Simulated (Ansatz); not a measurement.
**Ligand exchange: GeH4 + CI4 → GeH3I + CHI3**

Species: GeH4 (germane) `[GeH4]`, singlet; CI4 `IC(I)(I)I`, singlet; GeH3I `[GeH3][I]`, singlet; CHI3 (iodoform) `IC(I)I`, singlet. The partners trade H for I: Ge–H and C–I bonds give way to Ge–I and C–H.

Shapes, held fixed at every level: PBE0-D4/def2-TZVP. Programs: Ansatz 0.2.0. The zero-point and thermal change to 298 K, harmonic and unscaled (PBE0-D4/def2-TZVP), is +10.7 kJ/mol.

| level | kind | ΔH(298 K) (kJ/mol) | less CCSD(T)/def2-TZVPP |
| --- | --- | --- | --- |
| HF/def2-SVP | Hartree–Fock | -204.3 | -53.1 |
| PBE-D4/def2-TZVPP | GGA | -147.1 | +4.1 |
| r2SCAN-D4/def2-TZVPP | meta-GGA | -160.8 | -9.6 |
| B3LYP-D4/def2-TZVPP | global hybrid | -154.0 | -2.8 |
| PBE0-D4/def2-TZVPP | global hybrid | -160.5 | -9.3 |
| MP2/def2-SVP | perturbation theory | -150.9 | +0.3 |
| CCSD(T)/def2-SVP | coupled cluster or CI | -158.3 | -7.1 |
| CCSD(T)/def2-TZVPP | coupled cluster or CI | -151.2 | 0.0 |

The highest level, CCSD(T)/def2-TZVPP, gives ΔH(298 K) = -151.2 kJ/mol; the levels span -204.3 to -147.1. The column of differences is taken from that level and isn't an error. No measured value is set beside it here. For atoms past krypton def2 sets carry core potentials with scalar relativity. Relativity is left out for Ge. Outer-core shells of Ge, I are correlated in most correlated rows, in sets that cover them unevenly.

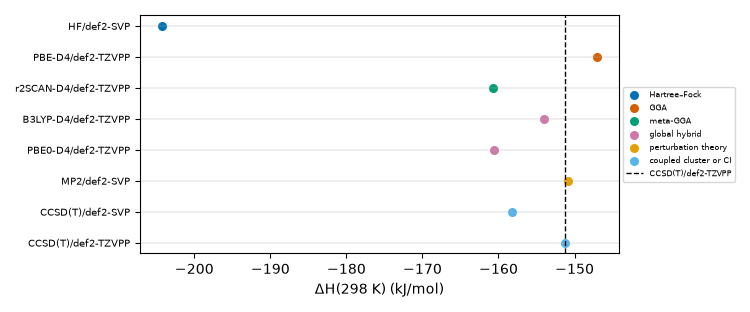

The values of the table, level by level.
